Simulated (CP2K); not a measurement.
**C2H6B (SMILES C[B]C): IPEA1-xTB**

What is the energy difference between two shapes of C2H6B at IPEA1-xTB? 

Program for the calculation: CP2K 2026.2.

3 further runs of the same task are left out: 3 set aside as unsound or not needed.

## Step 1: The molecule

C2H6B: 9 atoms, total charge 0, spin state doublet. SMILES: `C[B]C`. The shape is that of a GFN2-xTB optimisation.

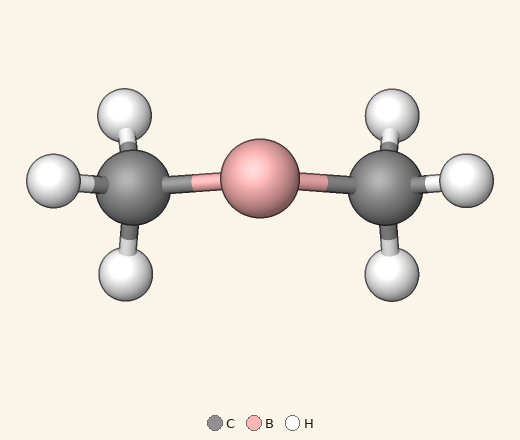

Viewed from a chosen angle; carbon grey, boron pink, hydrogen white.

## Step 2: The energy at IPEA1-xTB

File qs.inp:

```
&GLOBAL
   PROJECT_NAME qs
   RUN_TYPE ENERGY
   PRINT_LEVEL MEDIUM
&END
&FORCE_EVAL
   METHOD QS
   &DFT
      MULTIPLICITY 2
      SPIN_POLARIZED T
      &QS
         METHOD XTB
         EPS_DEFAULT 1.0E-10
         &XTB
            GFN_TYPE TBLITE
            &TBLITE
               METHOD IPEA1
            &END
            CHECK_ATOMIC_CHARGES F
         &END
      &END
      &POISSON
         PERIODIC NONE
         POISSON_SOLVER ANALYTIC
      &END
      &SCF
         SCF_GUESS ATOMIC
         EPS_SCF 1.0E-07
         MAX_SCF 150
         ADDED_MOS 2
         &DIAGONALIZATION
            ALGORITHM STANDARD
         &END
         &MIXING
            METHOD DIRECT_P_MIXING
            ALPHA 0.4
         &END
         &SMEAR ON
            METHOD FERMI_DIRAC
            ELECTRONIC_TEMPERATURE [K] 300
         &END
      &END
      &PRINT
         &MOMENTS
            PERIODIC F
            REFERENCE COM
            MAX_MOMENT 1
         &END
         &MO ON
            ENERGIES T
            OCCUPATION_NUMBERS T
            NDIGITS 6
            &EACH
               QS_SCF 0
            &END
            ADD_LAST NUMERIC
         &END
         &HIRSHFELD OFF
         &END
      &END
   &END
   &SUBSYS
      &CELL
         ABC 19.1 19.4 19.3
         PERIODIC NONE
      &END
      &COORD
         UNIT bohr
         C     -1.2077240     1.7527588    -1.5165619
         B      1.2681196     0.3347083    -0.7418309
         C      1.4117577    -1.7009803     1.3942021
         H     -2.6609989     0.3981653    -2.0788499
         H     -1.0232678     3.1085617    -3.0565186
         H     -1.9656931     2.7812422     0.1046530
         H      0.0973020    -3.2437527     0.9982289
         H      3.2609681    -2.5525287     1.7043440
         H      0.8195553    -0.8781935     3.1923332
      &END
      &TOPOLOGY
         &CENTER_COORDINATES
         &END
      &END
   &END
&END
```

The run is started by

```sh
$ OMP_NUM_THREADS=1 cp2k.psmp -i qs.inp > qs.out 2>&1
```

The log of the run:

```text
CP2K| version string:                                       CP2K version 2026.2
[...]
 GLOBAL| Method name                                                        CP2K
[...]
 GLOBAL| Run type                                                         ENERGY
[...]
                             - Atoms:                                          9
[...]
                             - Spherical basis functions:                     27
[...]
 Number of electrons:                                                          9
[...]
  *** SCF run converged in    15 steps ***
[...]
  Fermi energy:                                                -0.32692536111215
[...]
 TB_DIPOLE| Moment [Debye]         -0.58167776      -0.15024046       0.35019759
 TB_DIPOLE| Derivative [a.u.]       0.00000000       0.00000000       0.00000000
[...]
 ENERGY| Total FORCE_EVAL ( QS ) energy [hartree]             -9.647143368466597
[...]
```

It took 0.48 s on 1 thread of Arm Neoverse N1, shared host; peak memory 0.14 GiB.

## Step 3: The distorted shape at the same level

File job.inp:

```
&FORCE_EVAL
  METHOD QS
  &DFT
    MULTIPLICITY 2
    SPIN_POLARIZED T
    ! Quickstep
    &QS
      METHOD XTB
      EPS_DEFAULT 1.0E-10
      &XTB
        GFN_TYPE TBLITE
        &TBLITE
          METHOD IPEA1
        &END TBLITE
        CHECK_ATOMIC_CHARGES F
      &END XTB
    &END QS
    ! cluster boundary conditions
    &POISSON
      PERIODIC NONE
      POISSON_SOLVER ANALYTIC
    &END POISSON
    ! SCF settings
    &SCF
      SCF_GUESS ATOMIC
      EPS_SCF 1.0E-07
      MAX_SCF 150
      ADDED_MOS 2
      &DIAGONALIZATION
        ALGORITHM STANDARD
      &END DIAGONALIZATION
      &MIXING
        METHOD DIRECT_P_MIXING
        ALPHA 0.4
      &END MIXING
      &SMEAR ON
        METHOD FERMI_DIRAC
        ELECTRONIC_TEMPERATURE [K] 300
      &END SMEAR
    &END SCF
    &PRINT
      &MOMENTS
        PERIODIC F
        REFERENCE COM
        MAX_MOMENT 1
      &END MOMENTS
      &MO ON
        ENERGIES T
        OCCUPATION_NUMBERS T
        NDIGITS 6
        &EACH
          QS_SCF 0
        &END EACH
        ADD_LAST NUMERIC
      &END MO
      &HIRSHFELD OFF
      &END HIRSHFELD
    &END PRINT
  &END DFT
  &SUBSYS
    ! box in angstrom
    &CELL
      ABC 19.1 19.5 19.3
      PERIODIC NONE
    &END CELL
    &COORD
      UNIT bohr
      C     -1.1591864     1.5447264    -1.5180756
      B      1.2122347     0.4041217    -0.8082472
      C      1.3256693    -1.7541969     1.3629177
      H     -2.5657397     0.3042705    -2.1701445
      H     -0.9947065     3.2530029    -3.1217047
      H     -2.0592818     2.8127780     0.1030184
      H      0.1374530    -3.2914229     1.0478890
      H      3.2244095    -2.6410227     1.7247927
      H      0.9092946    -0.7446749     3.0652265
    &END COORD
    &TOPOLOGY
      &CENTER_COORDINATES
      &END CENTER_COORDINATES
    &END TOPOLOGY
  &END SUBSYS
&END FORCE_EVAL

&GLOBAL
  PROJECT job
  RUN_TYPE ENERGY
  PRINT_LEVEL MEDIUM
&END GLOBAL
```

The run is started by

```sh
$ OMP_NUM_THREADS=1 cp2k.psmp job.inp > job.out
```

The log of the run:

```text
CP2K| version string:                                       CP2K version 2026.2
[...]
 GLOBAL| Method name                                                        CP2K
[...]
 GLOBAL| Run type                                                         ENERGY
[...]
                             - Atoms:                                          9
[...]
                             - Spherical basis functions:                     27
[...]
 Number of electrons:                                                          9
[...]
  *** SCF run converged in    15 steps ***
[...]
  Fermi energy:                                                -0.32653869549604
[...]
 TB_DIPOLE| Moment [Debye]         -0.84098170       0.08092898       0.19277061
 TB_DIPOLE| Derivative [a.u.]       0.00000000       0.00000000       0.00000000
[...]
 ENERGY| Total FORCE_EVAL ( QS ) energy [hartree]             -9.609801834154696
[...]
```

Wall time 0.46 s (1 thread of Arm Neoverse N1, shared host); peak memory 0.14 GiB.

## Step 4: Outcome

Level: IPEA1-xTB.

| quantity | value |
| --- | --- |
| first shape: total energy | -9.64714 Eh |
| first shape: dipole moment (from atomic charges alone) | 0.70 D |
| first shape: HOMO energy (highest over α and β) | -9.16 eV |
| first shape: LUMO energy (lowest over α and β) | -8.63 eV |
| distorted shape: total energy | -9.60980 Eh |
| distorted shape: dipole moment (from atomic charges alone) | 0.87 D |
| distorted shape: HOMO energy (highest over α and β) | -9.14 eV |
| distorted shape: LUMO energy (lowest over α and β) | -8.63 eV |
| energy change with the atoms displaced | 1.016 eV |

In words: With the atoms displaced the energy rises by 1.02 eV (98 kJ/mol). The first shape isn't relaxed at this level, so the change isn't measured from a minimum. The dipole (first shape) comes from point charges on the atoms alone, without atomic dipoles, so it is partial. The dipole (distorted shape) comes from point charges on the atoms alone, without atomic dipoles, so it is partial.
